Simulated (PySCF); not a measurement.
# NF3 (nitrogen trifluoride) at MP2/STO-6G

What is the vertical singlet–triplet gap of NF3 (nitrogen trifluoride) at MP2/STO-6G? 

The calculation is run with PySCF 2.14.0.

7 further runs of the same task are left out: 2 that didn't finish, 5 set aside as unsound or not needed.

## (1) Starting point

The species is NF3 (4 atoms), meant as a singlet with charge 0. SMILES: `FN(F)F`. The coordinates come from a PBE0-D4/def2-TZVP relaxation.

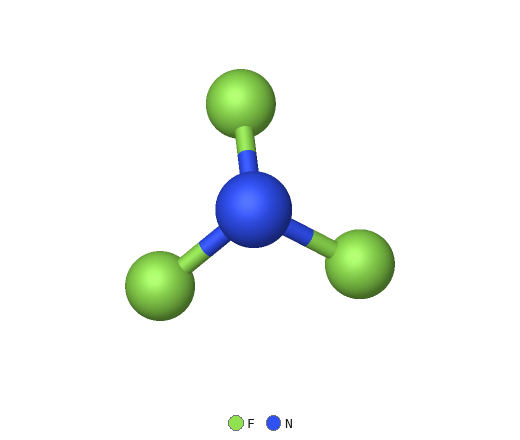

The structure, seen from a chosen angle (fluorine green, nitrogen blue).

## (2) The energy at MP2/STO-6G

run.py

```python
from pyscf import gto, scf, mp

mol = gto.Mole()
mol.atom = '''
F    0.614010   0.000340   1.066930
N    0.353420  -0.074150  -0.266250
F   -0.636280  -1.006490  -0.312240
F   -0.331150   1.080310  -0.488440
'''
mol.verbose = 3
mol.charge = 0
mol.spin = 0
mol.basis = 'sto-6g'
mol.max_memory = 1860
mol.build()

mf = scf.RHF(mol)
mf.conv_tol = 1e-10
mf.kernel()
if not mf.converged:
    mf = mf.newton().run(mf.mo_coeff, mf.mo_occ)

pt = mp.MP2(mf, frozen=4).run()
e_tot = pt.e_tot
print('Final energy', e_tot)
```

Command:

```bash
$ OMP_NUM_THREADS=1 python run.py
```

The log of the run:

```text
converged SCF energy = -351.048010141179
E(RMP2) = -351.153291064777  E_corr = -0.1052809235979
E(SCS-RMP2) = -351.163971522642  E_corr = -0.115961381462466
Final energy -351.15329106477697
```

Run time: 0.8 s. Hardware: 1 thread of Arm Neoverse V2, shared host; peak memory 0.12 GiB.

## (3) The triplet

calc.py

```python
from pyscf import gto, mp

system = gto.Mole()
system.atom = [
    ('F', (0.614010, 0.000340, 1.066930)),
    ('N', (0.353420, -0.074150, -0.266250)),
    ('F', (-0.636280, -1.006490, -0.312240)),
    ('F', (-0.331150, 1.080310, -0.488440)),
]
system.spin = 2
system.max_memory = 1860
system.charge = 0
system.verbose = 3
system.basis = 'sto-6g'
system.build()

mf = system.UHF()
mf.conv_tol = 1e-10
mf.kernel()
if not mf.converged:
    mf = mf.newton().run(mf.mo_coeff, mf.mo_occ)

pt = mp.MP2(mf, frozen=4).run()
e_tot = pt.e_tot
print('Final energy', e_tot)
```

Command:

```bash
$ OMP_NUM_THREADS=1 python calc.py
```

The log of the run:

```text
WARN: HOMO 0.245469629430776 >= LUMO -0.322737470477931

converged SCF energy = -350.761755440161  <S^2> = 2.0145657  2S+1 = 3.0096948
E(UMP2) = -350.842157279458  E_corr = -0.0804018392972188
E(SCS-UMP2) = -350.8439737759  E_corr = -0.0822183357392464
Final energy -350.8421572794583
```

Run time: 0.87 s. Hardware: 1 thread of Arm Neoverse V2, shared host; peak memory 0.12 GiB.

## (4) What came out

Level: MP2/STO-6G, 4 core orbitals frozen.

| quantity | value |
| --- | --- |
| singlet: total energy | -351.15329 Eh |
| singlet: dipole moment (Hartree–Fock density) | 0.35 D |
| singlet: HOMO energy (Hartree–Fock orbitals) | -10.96 eV |
| singlet: LUMO energy (Hartree–Fock orbitals) | 12.27 eV |
| singlet: HOMO–LUMO gap (Hartree–Fock orbitals) | 23.23 eV |
| singlet: correlation energy (4 core orbitals frozen) | -105.3 mEh |
| triplet: total energy | -350.84216 Eh |
| triplet: dipole moment (Hartree–Fock density) | 0.92 D |
| triplet: HOMO energy (Hartree–Fock orbitals) (highest over α and β) | -4.24 eV |
| triplet: LUMO energy (Hartree–Fock orbitals) (lowest over α and β) | 4.66 eV |
| triplet: correlation energy (4 core orbitals frozen) | -80.4 mEh |
| triplet: ⟨S²⟩ of the reference determinant | 2.015 |
| vertical energy of the triplet above the singlet | 8.466 eV |

What this shows: At this shape the triplet lies 8.47 eV (195 kcal/mol) above the singlet. In a minimal basis such a difference can be off by several eV, whatever the method.
